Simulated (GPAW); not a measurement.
# Surface energy and work function of Mg(0001) from slabs of 3 to 12 layers (PBE)

How do energy and work function of Mg(0001) films settle with thickness, and what surface energy follows?

**Method.** GPAW 26.7.0, plane waves at 450 eV with PAW setups; symmetric 1×1 slabs cut at the tabulated lattice constant (two decimals; low-temperature values for the alkali metals), atoms at bulk places, 7.5 Å of vacuum on each side, one in-plane mesh for all thicknesses, Fermi-Dirac smearing of 0.1 eV. Energies are extrapolated to zero smearing and count from the program's reference atoms. Functional PBE. The cell's area is 8.924 Å².

The runs, one held back:

| layers | energy (eV) | work function (eV) |
| --- | --- | --- |
| 3 | −4.1644 | 3.79 |
| 4 | −5.7815 | 3.77 |
| 5 | −7.3871 | 3.74 |
| 6 | −8.9980 | 3.72 |
| 7 | −10.5910 | 3.69 |
| 8 | −12.1899 | 3.68 |
| 9 | −13.7907 | 3.69 |
| 10 | −15.3899 | 3.70 |
| 11 | −16.9867 | 3.71 |
| 12 | ? | ? |

To predict: What surface energy do these runs give, and what energy and work function should the 12-layer slab have?

**Working.** A slab of n layers has E(n) = nε + 2Aγ once its middle is bulk-like. A line through n = 6 to 11 has the slope ε = −1.5983 eV a layer and the intercept 2Aγ = 0.5946 eV (r.m.s. residual 1.8 meV). So γ = 0.5946 / (2 × 8.924 Å²) = 0.0333 eV/Å² = 0.53 J/m², with a standard error of under 0.01 J/m² from the scatter about the line. For 12 layers: 0.5946 + 12 × (−1.5983) = −18.585 eV; the run gives −18.590 eV, 5.4 meV under the line. The work function has no such law: from 6 to 11 layers it moves between 3.68 and 3.72 eV (mean 3.70), and the 12-layer slab gives 3.70 eV. The thinnest slab, 3 layers, lies +0.09 eV from that mean.

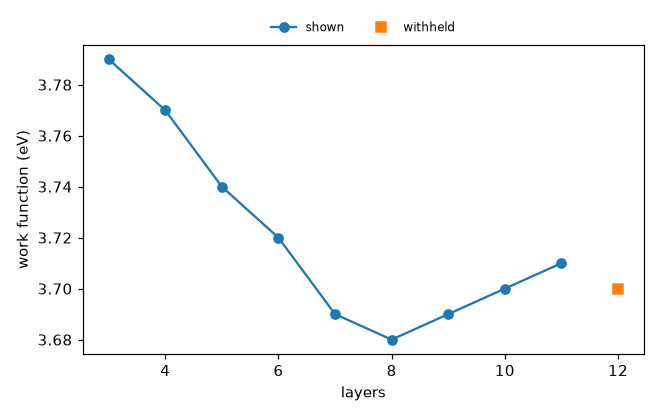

Work function against thickness.

**Limits.** The surfaces are unrelaxed, so γ is an upper bound for this functional and lattice constant. The tabulated lattice constant isn't the functional's own, which strains the slab a little.
